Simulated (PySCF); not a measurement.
C4H9ClOSi

```yaml
atoms:
  - { symbol: C, position_ang: [3.0406, 0.3135, 0.5194] }
  - { symbol: O, position_ang: [1.6540, 0.5026, 0.5202] }
  - { symbol: Si, position_ang: [0.5026, -0.4223, -0.1421] }
  - { symbol: Cl, position_ang: [0.7550, -2.3465, 0.4485] }
  - { symbol: C, position_ang: [-1.0749, 0.3256, 0.5345] }
  - { symbol: C, position_ang: [-2.3394, -0.4886, 0.5508] }
  - { symbol: C, position_ang: [-2.2099, 0.6505, -0.3992] }
  - { symbol: H, position_ang: [3.2920, -0.7268, 0.7349] }
  - { symbol: H, position_ang: [3.4673, 0.9572, 1.2881] }
  - { symbol: H, position_ang: [3.4581, 0.5840, -0.4523] }
  - { symbol: H, position_ang: [0.5747, -0.4498, -1.6037] }
  - { symbol: H, position_ang: [-0.9514, 1.0096, 1.3657] }
  - { symbol: H, position_ang: [-2.3024, -1.4923, 0.1548] }
  - { symbol: H, position_ang: [-3.0027, -0.3830, 1.3963] }
  - { symbol: H, position_ang: [-2.0887, 0.4289, -1.4486] }
  - { symbol: H, position_ang: [-2.7826, 1.5463, -0.2113] }
```

Geometry: GFN2-xTB.

Level of theory: PySCF 2.14.0, PBE0/pcSseg-1, SCF density, gas phase, non-relativistic.

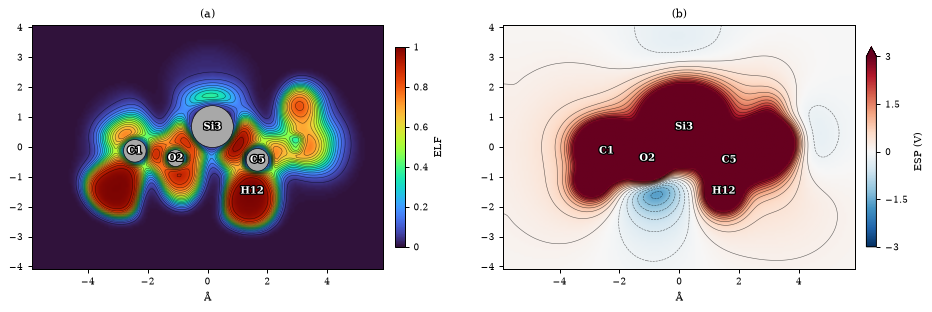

Figure 1. (a) ELF; (b) molecular electrostatic potential on the plane of atoms O2, Si3 and C5. Grey discs cover the atomic cores in the ELF map.

### Interpret the plot.

- The plane passes through C, O, Si and H nuclei.
- C–O (1.40 Å): the ELF peaks at about 0.90 between the atoms (a shared but strongly polarised pair).
- Si–O (1.62 Å): the ELF peaks at about 0.85 between the atoms: a short, strongly polar bond.
- C–Si (1.87 Å): the ELF peaks at about 0.95 between the atoms: a covalent bond.
- C–H (1.08 Å): the ELF climbs to about 1 towards the hydrogen, as it does in any bond to H; an ordinary covalent bond to hydrogen.
- The ELF also peaks beside O2, away from the bonds: lone-pair regions.
- Outside the dense part of the molecule the potential is most negative (−1.6 V) near O2.

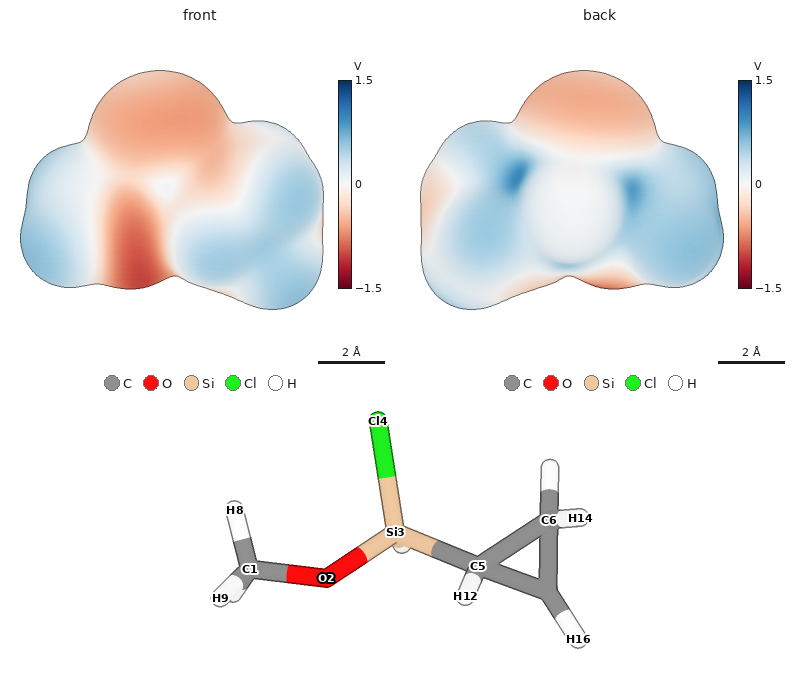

Figure 2. The electrostatic potential painted on the density surface at 0.001 e/bohr³, seen from the front and from behind; the colour scale runs from red (negative) to blue (positive). The bare structure is drawn below in the same view.

### Where is the surface potential most negative and most positive?

The most negative region (about −1.0 V) lies over O2, the most positive (about +0.8 V) over Si3.
